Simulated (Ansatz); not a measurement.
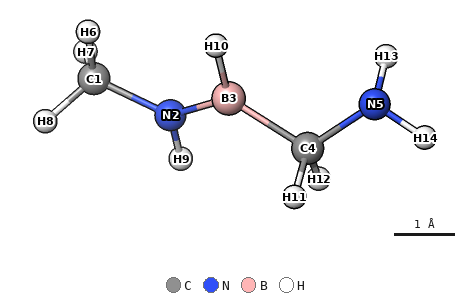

**Figure 1.** The structure as given in the input (ball-and-stick view, seen at a tilt; atoms are numbered from 1 in the order of the input). Bond lengths as drawn: B–C 1.58 Å, B–H 1.21 Å, B–N 1.39 Å, C–H 1.10 to 1.12 Å, C–N 1.44 to 1.45 Å and H–N 1.02 Å.

## Nudged elastic band, with input and output: C$_{2}$H$_{9}$BN$_{2}$ (part 1 of 2)

- system: C$_{2}$H$_{9}$BN$_{2}$, SMILES CNBCN
- method: RKS PBE0/def2-SVP (Ansatz 0.2.0)

The run did not end well. One setting was made poor on purpose. It belongs to a series of runs on one base structure; here: band between the two ends.

## What the program printed
```
Engine: ansatz 0.2.0, aarch64-unknown-linux-gnu
Functional definition: PBE0
  parameter a = 0.25
  parameter kappa = 0.804
  parameter beta = 0.06672455060314922
  exchange = (1 - a)*pbe_x(kappa = kappa, mu = beta*pi^2/3) + a*exact_x
  correlation = pbe_c(beta = beta)
1312 factors; integrals over basis functions are off by at most 4.9e-4 eV
mean field evaluation 1: about -5857.8126 eV, gradient 6.2e1 eV
mean field evaluation 2: about -5853.8189 eV, gradient 7.5e1 eV
mean field evaluation 4: about -5866.3979 eV, gradient 3.1e0 eV
mean field evaluation 8: about -5866.4701 eV, gradient 4.5e-2 eV
mean field -5866.47005940 eV, -215.5887982467 hartree, gradient 5.4e-5 eV, S^2 0.000000; 0 other end points of the search recorded, 0 dependent functions left out
the calculation of the forces begins
reference -5866.47008928 eV, -215.5887993447 hartree; 20, 20 occupied and 95, 95 virtual orbitals, 1312 factors
1312 factors; integrals over basis functions are off by at most 5.2e-4 eV
mean field evaluation 16: about -5858.0289 eV, gradient 6.1e1 eV
mean field -5866.47217928 eV, -215.5888761510 hartree, gradient 1.7e-5 eV, S^2 0.000000; 0 other end points of the search recorded, 0 dependent functions left out
[... from here on the field's lines of each further geometry are left out, up to the last ...]
NEB iter   1: max|band force component| = 1.201e0 eV/Å  barrier→ = 0.3677 eV  barrier← = 0.3698 eV  Δτ_max = 0.0243 Å  (179 SCF iters)
NEB iter   2: max|band force component| = 7.143e-1 eV/Å  barrier→ = 0.3306 eV  barrier← = 0.3328 eV  Δτ_max = 0.0207 Å  (138 SCF iters)
NEB iter   3: max|band force component| = 6.622e-1 eV/Å  barrier→ = 0.3000 eV  barrier← = 0.3021 eV  Δτ_max = 0.0284 Å  (136 SCF iters)
NEB iter   4: max|band force component| = 6.727e-1 eV/Å  barrier→ = 0.2855 eV  barrier← = 0.2876 eV  Δτ_max = 0.0027 Å  (138 SCF iters)
NEB iter   5: max|band force component| = 4.331e-1 eV/Å  barrier→ = 0.2796 eV  barrier← = 0.2818 eV  CI = image 3  Δτ_max = 0.0043 Å  (107 SCF iters)
NEB iter   6: max|band force component| = 2.684e-1 eV/Å  barrier→ = 0.2736 eV  barrier← = 0.2757 eV  CI = image 3  Δτ_max = 0.0044 Å  (115 SCF iters)
NEB iter   7: max|band force component| = 5.553e-1 eV/Å  barrier→ = 0.2703 eV  barrier← = 0.2725 eV  CI = image 3  Δτ_max = 0.0042 Å  (117 SCF iters)
NEB iter   8: max|band force component| = 6.027e-1 eV/Å  barrier→ = 0.2667 eV  barrier← = 0.2688 eV  CI = image 3  Δτ_max = 0.0063 Å  (116 SCF iters)
NEB iter   9: max|band force component| = 3.876e-1 eV/Å  barrier→ = 0.2612 eV  barrier← = 0.2633 eV  CI = image 3  Δτ_max = 0.0079 Å  (116 SCF iters)
NEB iter  10: max|band force component| = 3.641e-1 eV/Å  barrier→ = 0.2564 eV  barrier← = 0.2586 eV  CI = image 3  Δτ_max = 0.0091 Å  (117 SCF iters)
NEB iter  11: max|band force component| = 5.835e-1 eV/Å  barrier→ = 0.2520 eV  barrier← = 0.2541 eV  CI = image 3  Δτ_max = 0.0108 Å  (117 SCF iters)
NEB iter  12: max|band force component| = 5.049e-1 eV/Å  barrier→ = 0.2440 eV  barrier← = 0.2462 eV  CI = image 3  Δτ_max = 0.0148 Å  (124 SCF iters)
NEB iter  13: max|band force component| = 4.150e-1 eV/Å  barrier→ = 0.2340 eV  barrier← = 0.2361 eV  CI = image 3  Δτ_max = 0.0189 Å  (122 SCF iters)
NEB iter  14: max|band force component| = 4.687e-1 eV/Å  barrier→ = 0.2234 eV  barrier← = 0.2255 eV  CI = image 3  Δτ_max = 0.0233 Å  (121 SCF iters)
NEB iter  15: max|band force component| = 2.804e-1 eV/Å  barrier→ = 0.2107 eV  barrier← = 0.2128 eV  CI = image 3  Δτ_max = 0.0270 Å  (131 SCF iters)
NEB iter  16: max|band force component| = 4.091e-1 eV/Å  barrier→ = 0.1988 eV  barrier← = 0.2009 eV  CI = image 3  Δτ_max = 0.0304 Å  (129 SCF iters)
NEB iter  17: max|band force component| = 3.895e-1 eV/Å  barrier→ = 0.1844 eV  barrier← = 0.1865 eV  CI = image 3  Δτ_max = 0.0356 Å  (129 SCF iters)
NEB iter  18: max|band force component| = 3.632e-1 eV/Å  barrier→ = 0.1688 eV  barrier← = 0.1709 eV  CI = image 3  Δτ_max = 0.0406 Å  (135 SCF iters)
NEB iter  19: max|band force component| = 3.241e-1 eV/Å  barrier→ = 0.1562 eV  barrier← = 0.1584 eV  CI = image 3  Δτ_max = 0.0079 Å  (136 SCF iters)
NEB iter  20: max|band force component| = 4.020e-1 eV/Å  barrier→ = 0.1547 eV  barrier← = 0.1568 eV  CI = image 3  Δτ_max = 0.0118 Å  (123 SCF iters)
NEB iter  21: max|band force component| = 4.566e-1 eV/Å  barrier→ = 0.1546 eV  barrier← = 0.1567 eV  CI = image 3  Δτ_max = 0.0112 Å  (123 SCF iters)
NEB iter  22: max|band force component| = 6.937e-1 eV/Å  barrier→ = 0.1558 eV  barrier← = 0.1579 eV  CI = image 3  Δτ_max = 0.0049 Å  (122 SCF iters)
NEB iter  23: max|band force component| = 3.309e-1 eV/Å  barrier→ = 0.1508 eV  barrier← = 0.1529 eV  CI = image 3  Δτ_max = 0.0072 Å  (109 SCF iters)
NEB iter  24: max|band force component| = 3.449e-1 eV/Å  barrier→ = 0.1501 eV  barrier← = 0.1522 eV  CI = image 3  Δτ_max = 0.0020 Å  (113 SCF iters)
NEB iter  25: max|band force component| = 2.638e-1 eV/Å  barrier→ = 0.1491 eV  barrier← = 0.1512 eV  CI = image 3  Δτ_max = 0.0036 Å  (100 SCF iters)
NEB iter  26: max|band force component| = 2.444e-1 eV/Å  barrier→ = 0.1485 eV  barrier← = 0.1506 eV  CI = image 3  Δτ_max = 0.0045 Å  (104 SCF iters)
NEB iter  27: max|band force component| = 2.708e-1 eV/Å  barrier→ = 0.1480 eV  barrier← = 0.1502 eV  CI = image 3  Δτ_max = 0.0053 Å  (102 SCF iters)
NEB iter  28: max|band force component| = 2.415e-1 eV/Å  barrier→ = 0.1466 eV  barrier← = 0.1487 eV  CI = image 3  Δτ_max = 0.0063 Å  (102 SCF iters)
NEB iter  29: max|band force component| = 2.421e-1 eV/Å  barrier→ = 0.1449 eV  barrier← = 0.1470 eV  CI = image 3  Δτ_max = 0.0078 Å  (106 SCF iters)
NEB iter  30: max|band force component| = 2.851e-1 eV/Å  barrier→ = 0.1435 eV  barrier← = 0.1456 eV  CI = image 3  Δτ_max = 0.0107 Å  (106 SCF iters)
NEB iter  31: max|band force component| = 2.635e-1 eV/Å  barrier→ = 0.1412 eV  barrier← = 0.1433 eV  CI = image 3  Δτ_max = 0.0142 Å  (109 SCF iters)
NEB iter  32: max|band force component| = 2.276e-1 eV/Å  barrier→ = 0.1383 eV  barrier← = 0.1405 eV  CI = image 3  Δτ_max = 0.0174 Å  (109 SCF iters)
NEB iter  33: max|band force component| = 2.179e-1 eV/Å  barrier→ = 0.1350 eV  barrier← = 0.1371 eV  CI = image 3  Δτ_max = 0.0208 Å  (117 SCF iters)
NEB iter  34: max|band force component| = 2.357e-1 eV/Å  barrier→ = 0.1302 eV  barrier← = 0.1324 eV  CI = image 3  Δτ_max = 0.0269 Å  (121 SCF iters)
NEB iter  35: max|band force component| = 2.238e-1 eV/Å  barrier→ = 0.1242 eV  barrier← = 0.1263 eV  CI = image 3  Δτ_max = 0.0341 Å  (126 SCF iters)
NEB iter  36: max|band force component| = 2.506e-1 eV/Å  barrier→ = 0.1167 eV  barrier← = 0.1189 eV  CI = image 3  Δτ_max = 0.0374 Å  (126 SCF iters)
NEB iter  37: max|band force component| = 2.780e-1 eV/Å  barrier→ = 0.1066 eV  barrier← = 0.1087 eV  CI = image 3  Δτ_max = 0.0475 Å  (135 SCF iters)
NEB iter  38: max|band force component| = 3.636e-1 eV/Å  barrier→ = 0.0948 eV  barrier← = 0.0969 eV  CI = image 3  Δτ_max = 0.0448 Å  (137 SCF iters)
NEB iter  39: max|band force component| = 5.050e-1 eV/Å  barrier→ = 0.0839 eV  barrier← = 0.0860 eV  CI = image 3  Δτ_max = 0.0627 Å  (143 SCF iters)
NEB iter  40: max|band force component| = 1.381e0 eV/Å  barrier→ = 0.0932 eV  barrier← = 0.0954 eV  CI = image 3  Δτ_max = 0.0148 Å  (146 SCF iters)
NEB iter  41: max|band force component| = 7.388e-1 eV/Å  barrier→ = 0.0719 eV  barrier← = 0.0741 eV  CI = image 2  Δτ_max = 0.0192 Å  (129 SCF iters)
NEB iter  42: max|band force component| = 1.031e0 eV/Å  barrier→ = 0.0842 eV  barrier← = 0.0863 eV  CI = image 3  Δτ_max = 0.0026 Å  (131 SCF iters)
NEB iter  43: max|band force component| = 1.071e0 eV/Å  barrier→ = 0.0800 eV  barrier← = 0.0821 eV  CI = image 2  Δτ_max = 0.0047 Å  (109 SCF iters)
NEB iter  44: max|band force component| = 6.545e-1 eV/Å  barrier→ = 0.0782 eV  barrier← = 0.0803 eV  CI = image 2  Δτ_max = 0.0062 Å  (112 SCF iters)
NEB iter  45: max|band force component| = 6.595e-1 eV/Å  barrier→ = 0.0794 eV  barrier← = 0.0815 eV  CI = image 2  Δτ_max = 0.0018 Å  (114 SCF iters)
NEB iter  46: max|band force component| = 6.532e-1 eV/Å  barrier→ = 0.0800 eV  barrier← = 0.0821 eV  CI = image 2  Δτ_max = 0.0036 Å  (97 SCF iters)
NEB iter  47: max|band force component| = 6.644e-1 eV/Å  barrier→ = 0.0812 eV  barrier← = 0.0834 eV  CI = image 2  Δτ_max = 0.0053 Å  (104 SCF iters)
NEB iter  48: max|band force component| = 6.811e-1 eV/Å  barrier→ = 0.0832 eV  barrier← = 0.0853 eV  CI = image 2  Δτ_max = 0.0069 Å  (103 SCF iters)
NEB iter  49: max|band force component| = 7.033e-1 eV/Å  barrier→ = 0.0860 eV  barrier← = 0.0881 eV  CI = image 2  Δτ_max = 0.0085 Å  (102 SCF iters)
NEB iter  50: max|band force component| = 7.305e-1 eV/Å  barrier→ = 0.0894 eV  barrier← = 0.0915 eV  CI = image 2  Δτ_max = 0.0098 Å  (106 SCF iters)
NEB iter  51: max|band force component| = 7.622e-1 eV/Å  barrier→ = 0.0935 eV  barrier← = 0.0956 eV  CI = image 2  Δτ_max = 0.0124 Å  (112 SCF iters)
NEB iter  52: max|band force component| = 8.016e-1 eV/Å  barrier→ = 0.0987 eV  barrier← = 0.1008 eV  CI = image 2  Δτ_max = 0.0152 Å  (112 SCF iters)
NEB iter  53: max|band force component| = 7.035e-1 eV/Å  barrier→ = 0.1057 eV  barrier← = 0.1078 eV  CI = image 3  Δτ_max = 0.0192 Å  (115 SCF iters)
NEB iter  54: max|band force component| = 7.257e-1 eV/Å  barrier→ = 0.1258 eV  barrier← = 0.1279 eV  CI = image 3  Δτ_max = 0.0240 Å  (122 SCF iters)
NEB iter  55: max|band force component| = 1.136e0 eV/Å  barrier→ = 0.1592 eV  barrier← = 0.1613 eV  CI = image 3  Δτ_max = 0.0288 Å  (123 SCF iters)
NEB iter  56: max|band force component| = 1.681e0 eV/Å  barrier→ = 0.2202 eV  barrier← = 0.2223 eV  CI = image 3  Δτ_max = 0.0412 Å  (124 SCF iters)
NEB iter  57: max|band force component| = 2.115e0 eV/Å  barrier→ = 0.3300 eV  barrier← = 0.3322 eV  CI = image 3  Δτ_max = 0.0674 Å  (121 SCF iters)
NEB iter  58: max|band force component| = 2.214e0 eV/Å  barrier→ = 0.5040 eV  barrier← = 0.5061 eV  CI = image 3  Δτ_max = 0.1013 Å  (125 SCF iters)
NEB iter  59: max|band force component| = 1.815e0 eV/Å  barrier→ = 0.7329 eV  barrier← = 0.7350 eV  CI = image 3  Δτ_max = 0.0234 Å  (133 SCF iters)
the calculation of the forces begins
reference -5866.40247915 eV, -215.5863147183 hartree; 20, 20 occupied and 95, 95 virtual orbitals, 1312 factors
these checks for a lower state are left out or cut short: starts, cluster_reference, orbital_swaps, neighbouring_geometries, increment
1312 factors; integrals over basis functions are off by at most 4.7e-4 eV
mean field evaluation 1824: about -5866.4572 eV, gradient 2.1e-5 eV
mean field -5866.45717950 eV, -215.5883249193 hartree, gradient 4.8e-5 eV, S^2 0.000000; 0 other end points of the search recorded, 0 dependent functions left out
the calculation of the forces begins
reference -5866.45720932 eV, -215.5883260150 hartree; 20, 20 occupied and 95, 95 virtual orbitals, 1312 factors
NEB iter  60: max|band force component| = 1.391e0 eV/Å  barrier→ = 0.6853 eV  barrier← = 0.6874 eV  CI = image 3  Δτ_max = 0.0443 Å  (118 SCF iters)
```

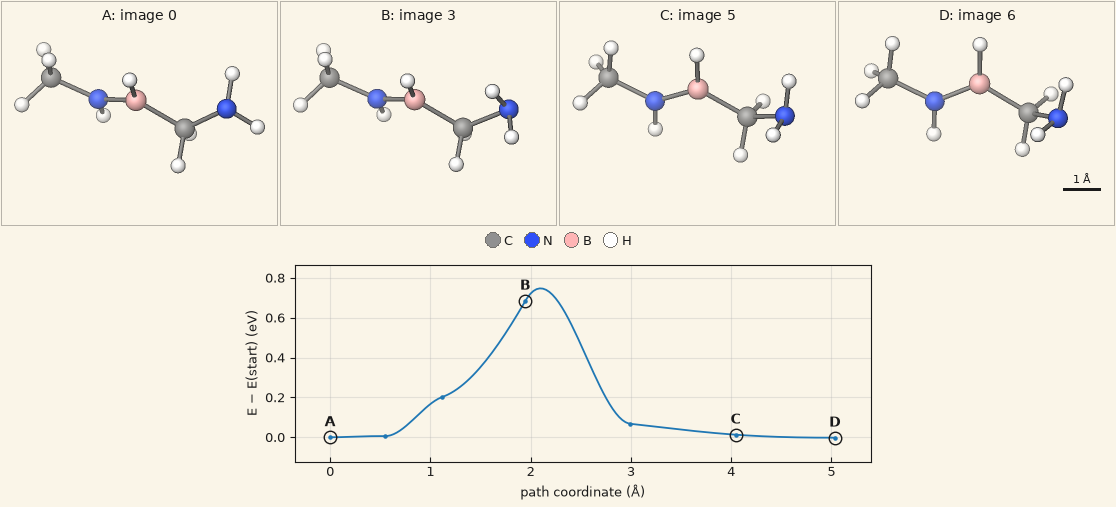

**Figure 2.** Images of the last band (counted from 0; ball-and-stick, seen at a tilt) above the energy along the path; the line is a cubic interpolation that uses the forces. The highest image is number 3, 0.685 eV above the start and 0.687 eV above the end (the climbing image); the end lies 0.002 eV below the start. The path is 5.04 Å long. The band had not converged after 60 iterations.
